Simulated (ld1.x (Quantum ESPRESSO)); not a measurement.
# Run report: Be, pseudopotential generation (part 2 of 2)

The same run, continued: beryllium (Be, Z = 4), core none, reference valence 1s2 2s2 2p0, valence charge 4. Method: ultrasoft potential, BP86, scalar-relativistic, made with ld1.x (Quantum ESPRESSO) 7.5.

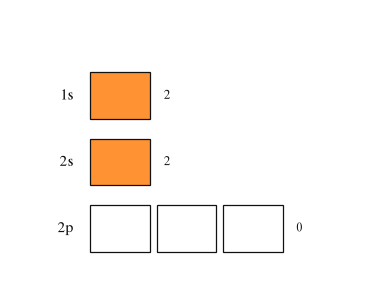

The valence shells of the reference configuration: a box for each of the 2l + 1 orbitals, shaded by the share of the shell that is filled, with the electron count at the right.

## Output of the test run (extracts), continued
```
     ---------------------- Testing the pseudopotential ----------------------

     Be
     scalar relativistic calculation

     atomic number is  4.00   valence charge is  4.00
     dft =BP   lsd =0 sic =0 latt =0  beta=0.20 tr2=1.0E-14
     mesh =1041 r(mesh) = 100.85720 xmin = -7.00 dx = 0.01250

     n l     nl             e AE (Ry)        e PS (Ry)    De AE-PS (Ry)
     1 0     1S   1( 2.00)       -8.21948       -8.21902       -0.00046
     2 0     2S   1( 1.50)       -0.70468       -0.70466       -0.00002
     2 1     2P   1( 0.00)       -0.42098       -0.41950       -0.00148

     eps = 2.7E-16  iter =  6

     Etot =     -29.045277 Ry,     -14.522639 Ha,    -395.181131 eV
     Etotps =   -28.833250 Ry,     -14.416625 Ha,    -392.296347 eV
     dEtot_ae =       0.279805 Ry
     dEtot_ps =       0.279802 Ry,   Delta E=       0.000004 Ry

     Ekin =      13.230175 Ry,       6.615087 Ha,     180.005695 eV
     Encl =     -39.389426 Ry,     -19.694713 Ha,    -535.920448 eV
     Ehrt =      12.753284 Ry,       6.376642 Ha,     173.517272 eV
     Ecxc =      -5.130207 Ry,      -2.565103 Ha,     -69.800020 eV
     Epseu=     -10.297075 Ry,      -5.148538 Ha,    -140.098847 eV

     ---------------------- End of pseudopotential test ----------------------

     ---------------------- Testing the pseudopotential ----------------------

     Be
     scalar relativistic calculation

     atomic number is  4.00   valence charge is  4.00
     dft =BP   lsd =0 sic =0 latt =0  beta=0.20 tr2=1.0E-14
     mesh =1041 r(mesh) = 100.85720 xmin = -7.00 dx = 0.01250

     n l     nl             e AE (Ry)        e PS (Ry)    De AE-PS (Ry)
     1 0     1S   1( 2.00)       -7.93057       -7.78713       -0.14344  !
     2 0     2S   1( 1.00)       -0.46100       -0.45396       -0.00704  !
     2 1     2P   1( 1.00)       -0.19337       -0.21973        0.02636  !

     eps = 2.0E-15  iter = 15

     Etot =     -29.058390 Ry,     -14.529195 Ha,    -395.359532 eV
     Etotps =   -28.864442 Ry,     -14.432221 Ha,    -392.720737 eV
     dEtot_ae =       0.266693 Ry
     dEtot_ps =       0.248610 Ry,   Delta E=       0.018083 Ry

     Ekin =      12.451532 Ry,       6.225766 Ha,     169.411720 eV
     Encl =     -40.813090 Ry,     -20.406545 Ha,    -555.290383 eV
     Ehrt =      14.120863 Ry,       7.060431 Ha,     192.124124 eV
     Ecxc =      -5.493114 Ry,      -2.746557 Ha,     -74.737619 eV
     Epseu=      -9.130632 Ry,      -4.565316 Ha,    -124.228580 eV

     ---------------------- End of pseudopotential test ----------------------

     ---------------------- Testing the pseudopotential ----------------------

     Be
     scalar relativistic calculation

     atomic number is  4.00   valence charge is  4.00
     dft =BP   lsd =0 sic =0 latt =0  beta=0.20 tr2=1.0E-14
     mesh =1041 r(mesh) = 100.85720 xmin = -7.00 dx = 0.01250

     n l     nl             e AE (Ry)        e PS (Ry)    De AE-PS (Ry)
     1 0     1S   1( 2.00)       -8.71809       -8.67586       -0.04223  !
     2 0     2S   1( 0.00)       -1.01971       -1.04438        0.02468  !
     2 1     2P   1( 1.00)       -0.73089       -0.78308        0.05219  !

     eps = 5.7E-16  iter = 19

     Etot =     -28.326141 Ry,     -14.163070 Ha,    -385.396776 eV
     Etotps =   -28.124401 Ry,     -14.062201 Ha,    -382.651969 eV
     dEtot_ae =       0.998942 Ry
     dEtot_ps =       0.988650 Ry,   Delta E=       0.010292 Ry

     Ekin =      11.374080 Ry,       5.687040 Ha,     154.752238 eV
     Encl =     -37.222887 Ry,     -18.611444 Ha,    -506.443178 eV
     Ehrt =      11.359799 Ry,       5.679899 Ha,     154.557937 eV
     Ecxc =      -5.038628 Ry,      -2.519314 Ha,     -68.554023 eV
     Epseu=      -8.596765 Ry,      -4.298382 Ha,    -116.964943 eV

     ---------------------- End of pseudopotential test ----------------------

     ---------------------- Testing the pseudopotential ----------------------

     Be
     scalar relativistic calculation

     atomic number is  4.00   valence charge is  4.00
     dft =BP   lsd =0 sic =0 latt =0  beta=0.20 tr2=1.0E-14
     mesh =1041 r(mesh) = 100.85720 xmin = -7.00 dx = 0.01250

     n l     nl             e AE (Ry)        e PS (Ry)    De AE-PS (Ry)
     1 0     1S   1( 1.00)      -11.13645      -11.04277       -0.09369  !
     2 0     2S   1( 2.00)       -1.33299       -1.33139       -0.00160
     2 1     2P   1( 0.00)       -1.03579       -1.03579        0.00000

     eps = 8.3E-15  iter = 14

     Etot =     -19.879781 Ry,      -9.939890 Ha,    -270.478199 eV
     Etotps =   -19.709145 Ry,      -9.854573 Ha,    -268.156579 eV
     dEtot_ae =       9.445302 Ry
     dEtot_ps =       9.403906 Ry,   Delta E=       0.041395 Ry

     Ekin =      13.120960 Ry,       6.560480 Ha,     178.519757 eV
     Encl =     -27.372848 Ry,     -13.686424 Ha,    -372.426576 eV
     Ehrt =       6.860073 Ry,       3.430037 Ha,      93.336051 eV
     Ecxc =      -3.183193 Ry,      -1.591597 Ha,     -43.309549 eV
     Epseu=      -9.134137 Ry,      -4.567068 Ha,    -124.276262 eV

     ---------------------- End of pseudopotential test ----------------------

     ---------------------- Testing the pseudopotential ----------------------

     Be
     scalar relativistic calculation

     atomic number is  4.00   valence charge is  4.00
     dft =BP   lsd =0 sic =0 latt =0  beta=0.20 tr2=1.0E-14
     mesh =1041 r(mesh) = 100.85720 xmin = -7.00 dx = 0.01250

     n l     nl             e AE (Ry)        e PS (Ry)    De AE-PS (Ry)
     1 0     1S   1( 2.00)       -8.02074       -7.70650       -0.31424  !
     2 0     2S   1( 0.00)       -0.49274       -0.47469       -0.01805  !
     2 1     2P   1( 2.00)       -0.22377       -0.26831        0.04454  !

     eps = 9.2E-15  iter = 28

     Etot =     -28.790020 Ry,     -14.395010 Ha,    -391.708183 eV
     Etotps =   -28.643242 Ry,     -14.321621 Ha,    -389.711163 eV
     dEtot_ae =       0.535062 Ry
     dEtot_ps =       0.469809 Ry,   Delta E=       0.065253 Ry

     Ekin =      11.251391 Ry,       5.625695 Ha,     153.082968 eV
     Encl =     -40.627947 Ry,     -20.313973 Ha,    -552.771378 eV
     Ehrt =      14.255815 Ry,       7.127907 Ha,     193.960243 eV
     Ecxc =      -5.783411 Ry,      -2.891705 Ha,     -78.687310 eV
     Epseu=      -7.739090 Ry,      -3.869545 Ha,    -105.295687 eV

     ---------------------- End of pseudopotential test ----------------------
```

## Results in brief

- outcome: generated, but the overlap operator is not positive, so unusable; ld1.x warns of wrong node counts
- largest excitation error: +888 meV (all-electron minus pseudo) for 1s2 2s0 2p2, out of 7 test configurations
- lowest eigenvalue of the overlap operator S in a Bessel basis (separate test): -31 (p channel); it is negative, so in a basis up to 400 Ry S is not positive definite
- density cutoff estimated by the generator: 891 Ry
- clearest signs, in the scattering phases, of states that the all-electron atom lacks: p near 0.7 Ry
- range over which the phases arctan(r u′/u) at the test radius agree within 0.05 rad (a looser test near the poles than one of phase shifts): s: over the whole range computed; p: up to about 0.2 Ry
- hardware: 1 CPU thread, shared host
- wall time: 1.1 s

## Remarks

The Bessel test looks below the valence levels only. The scattering phases show a p state near 0.7 Ry, 0.8 Ry above the channel's reference energy, that the all-electron atom lacks, which is too close to the valence region for the potential to be used. An excitation error of 888 meV in its own tests makes this a poorly transferable potential. The p channel couldn't be tested for ghost states or cutoffs, since the overlap operator isn't positive definite there. ld1.x warns that it found 1 node in place of 0 for 1s. It picks states by counting nodes, so it can end on another state than the one meant. In the reference test the levels of these shells still match within 0.00009 Ry.
